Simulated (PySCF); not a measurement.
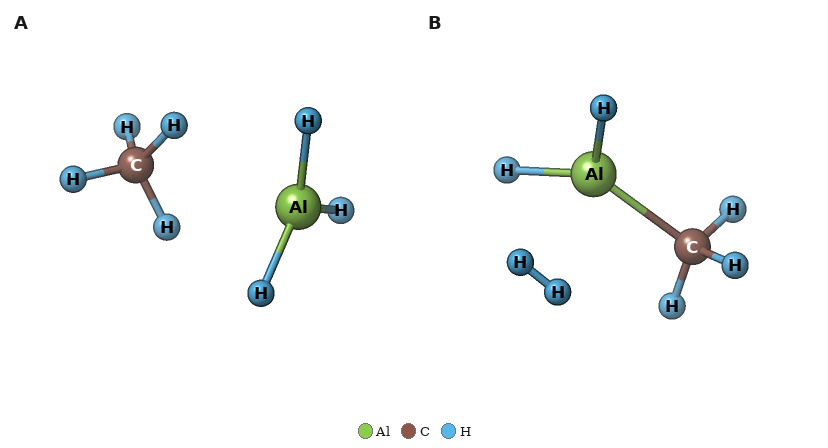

2 stationary structures of one formula. Geometries: PBE0-D4/def2-TZVP. Electronic energies: CCSD(T)/CBS (MP2 limit from def2-TZVPP and def2-QZVPP plus CCSD(T) − MP2) (PySCF 2.14.0), without zero-point energy. No frequency run is at hand to confirm each as a minimum. Each is one conformer, not always the lowest.

> Which is lowest in energy, and by how much?

A is lowest; B lies 0.250 eV above it.
